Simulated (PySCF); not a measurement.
C2H6Cl2Pb (Pb(CH3)2(Cl)2)

| atom | x (Å) | y (Å) | z (Å) |
| --- | --- | --- | --- |
| Pb | 0.0000 | 0.0000 | 0.2663 |
| C | 1.5254 | 1.4472 | 1.0541 |
| H | 1.3171 | 2.3872 | 0.5279 |
| H | 1.4220 | 1.5525 | 2.1411 |
| H | 2.4965 | 1.0249 | 0.7672 |
| C | -1.5254 | -1.4472 | 1.0541 |
| H | -1.3171 | -2.3872 | 0.5279 |
| H | -1.4220 | -1.5525 | 2.1411 |
| H | -2.4965 | -1.0249 | 0.7672 |
| Cl | 1.3994 | -1.4282 | -1.2067 |
| Cl | -1.3994 | 1.4282 | -1.2067 |

Core potentials replace the inner electrons of Pb.

Method: RKS B3LYP, Pb def2-SVP with ECP60, C def2-SVP, H def2-SVP, Cl def2-SVP; non-relativistic Hamiltonian with scalar-relativistic core potentials where named; density fitting (PySCF 2.14.0).

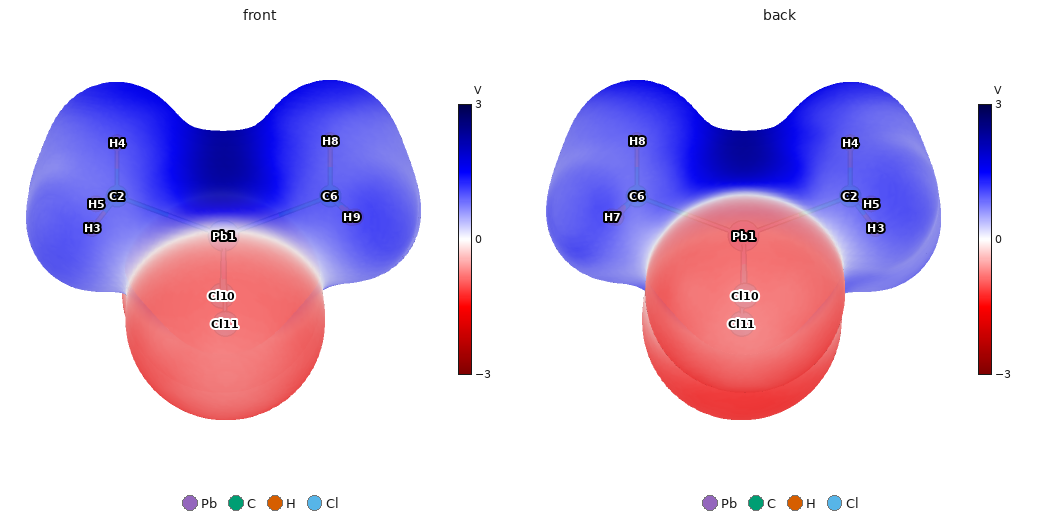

Figure 1. The molecular electrostatic potential painted on the density surface at 0.002 e/bohr³, seen from the front and from behind; red is negative and blue positive.

Q: Which sites attract a positive test charge, and which a negative one?

A: A positive charge is drawn to the negative regions and a negative charge to the positive ones. The most negative region (about −1.2 V) lies over Cl10 and Cl11, the most positive (about +2.3 V) over Pb1.

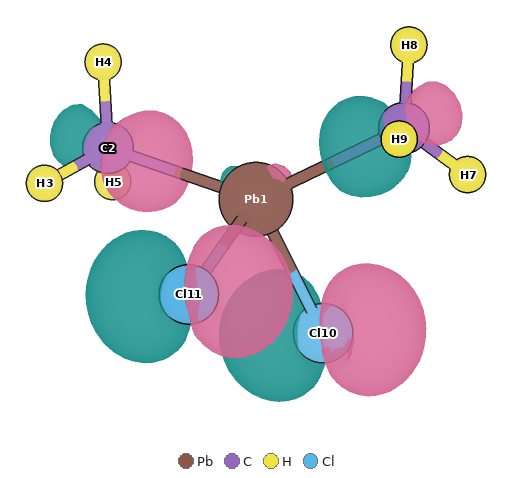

Figure 2. One frontier orbital at ±0.15 Å⁻³ᐟ² (teal and pink are the two phases), seen at a tilt.

Q: Which orbital is it: HOMO or LUMO?

A: The HOMO, at −7.60 eV. Its weight (Hirshfeld) is mainly on Cl11 (about 35 %), Cl10 (about 35 %), C2 (about 10 %), C6 (about 10 %) and Pb1 (about 10 %).

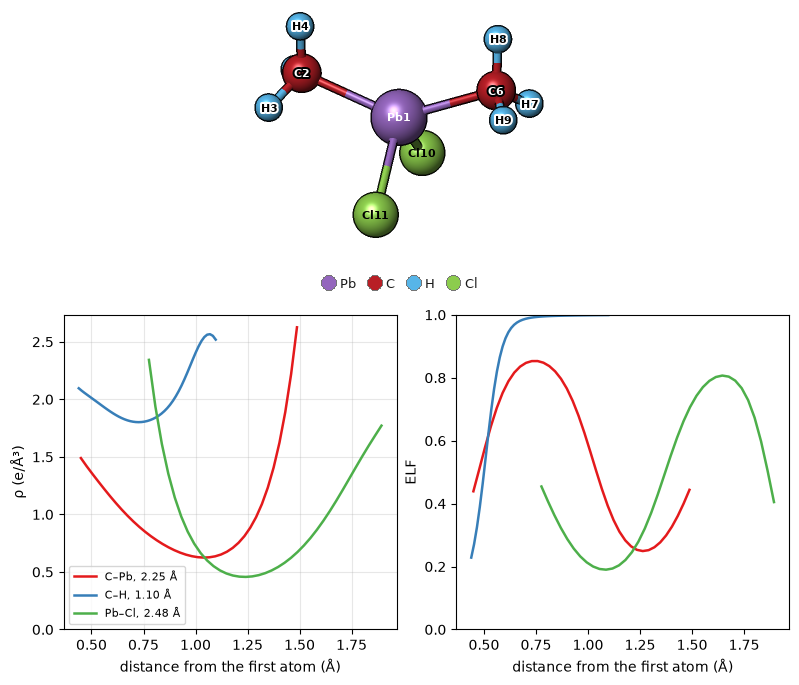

Figure 3. Electron density and electron localisation function along straight lines between neighbouring atoms. The curves leave out the atomic cores. The structure is drawn too.

Q: What can be read from the curves?

A: C–Pb (2.25 Å): the density is about 0.65 e/Å³ at the midpoint; the ELF peaks at about 0.85 in the valence shell of C, 0.8 Å from its nucleus, and drops to about 0.25 between the two atoms.
C–H (1.10 Å): the density is about 1.9 e/Å³ at the midpoint; the ELF climbs to about 1 towards the hydrogen, as it does in any bond to H: a covalent bond by its length.
Pb–Cl (2.48 Å): the density is about 0.46 e/Å³ at the midpoint; the ELF peaks at about 0.80 in the valence shell of Cl, 0.8 Å from its nucleus, and drops to about 0.20 between the two atoms.

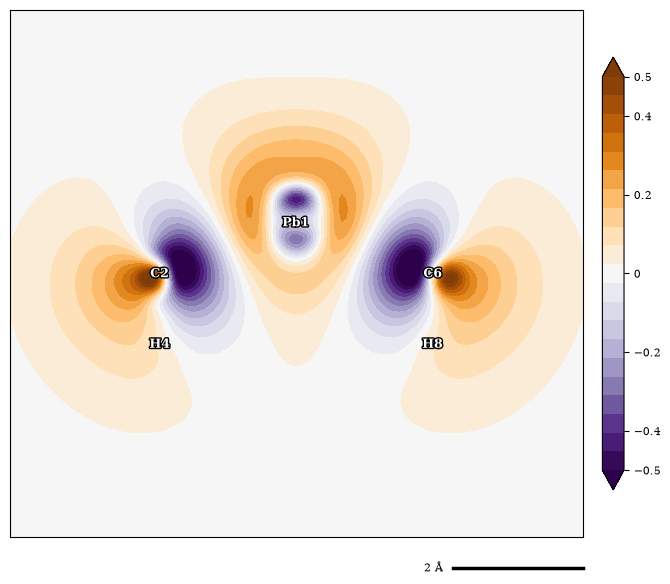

Figure 4. One frontier orbital on the plane of atoms C2, Pb1 and C6 (values in Å⁻³ᐟ²; the overall sign is arbitrary).

Q: Which orbital is it: HOMO or LUMO?

A: The LUMO, at −2.26 eV. Its weight (Hirshfeld) is mainly on Pb1 (about 30 %), C2 (about 20 %), C6 (about 20 %), Cl10 (about 10 %) and Cl11 (about 10 %).
